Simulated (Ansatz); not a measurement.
## Electronic structure of C2H7In···HF in real space

The calculation's input:

```
crystal:
  periodic: [false, false, false]
  atoms:
    - { symbol: In, position_ang: [-0.1308, 0.066, -0.0222] }
    - { symbol: H, position_ang: [1.4831, 0.5918, 1.5035] }
    - { symbol: C, position_ang: [0.2407, 1.5102, -1.6993] }
    - { symbol: C, position_ang: [-1.4342, -1.367, 1.1077] }
    - { symbol: H, position_ang: [1.7996, -0.156, 0.9533] }
    - { symbol: F, position_ang: [1.9442, -1.0476, 0.1488] }
    - { symbol: H, position_ang: [-0.2627, 1.1707, -2.6022] }
    - { symbol: H, position_ang: [1.3186, 1.5186, -1.843] }
    - { symbol: H, position_ang: [-0.1118, 2.4991, -1.4152] }
    - { symbol: H, position_ang: [-2.263, -0.8444, 1.5783] }
    - { symbol: H, position_ang: [-0.7816, -1.8051, 1.8588] }
    - { symbol: H, position_ang: [-1.8022, -2.1363, 0.4316] }
magnetization:
  spin_polarized: true
basis:
  gaussian: { orbitals: def2-mTZVP }
hamiltonian:
  xc: pbe0
  dispersion: d4
relax:
  f_tol: 0.15
  max_steps: 25
  restrain:
    - { distance: [0, 5], at: 3.29, k: 30.0 }
    - { distance: [4, 1], at: 1.92, k: 30.0 }
    - { distance: [0, 1], at: 1.73, k: 30.0 }
    - { distance: [4, 5], at: 0.88, k: 30.0 }
output:
  orbitals: {}
```

Run with:

```sh
ansatz run input.yaml --threads 4 --pin off --max-ram 5120MiB --backend cpu --events-out ev --progress --plain --runs-dir out
```

The fields are those of the run's last geometry, not of the input's.

Core potentials replace the inner electrons of In; not at a stationary point (largest force 1.3 eV/Å).

These are results of UKS PBE0-D4/def2-mTZVP in Ansatz 0.2.0, not measurements.

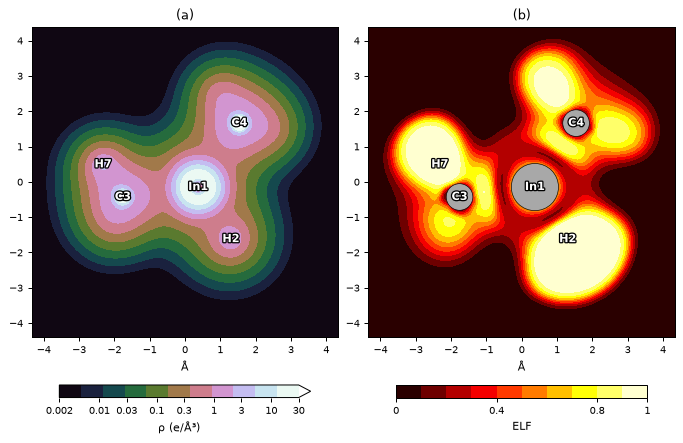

Figure 1. (a) electron density; (b) ELF on the plane of atoms H2, In1 and C4. Grey discs cover the atomic cores in the ELF map.

Question: Read the bonding off the picture.

Answer: The plane passes through In, H and C nuclei. C–In (2.15 Å): ρ at the midpoint is about 0.66 e/Å³; the ELF peaks at about 0.90 in the valence shell of C, 0.7 Å from its nucleus, and drops to about 0.20 between the two atoms. C–H (1.09 Å): ρ at the midpoint is about 1.9 e/Å³; the ELF climbs to about 1 towards the hydrogen, as it does in any bond to H; an ordinary covalent bond to hydrogen. In–H (1.74 Å): ρ at the midpoint is about 1.1 e/Å³; the ELF climbs to about 1 towards the hydrogen.

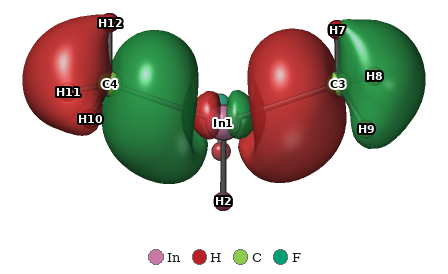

Figure 2. The HOMO at ±0.1 Å⁻³ᐟ² (green and red are the two phases), seen from one side.

Question: Where does this orbital lie, and at what energy?

Answer: It lies mainly on C3 (about 30 %), C4 (about 30 %) and In1 (about 25 %). Its energy is −7.56 eV.
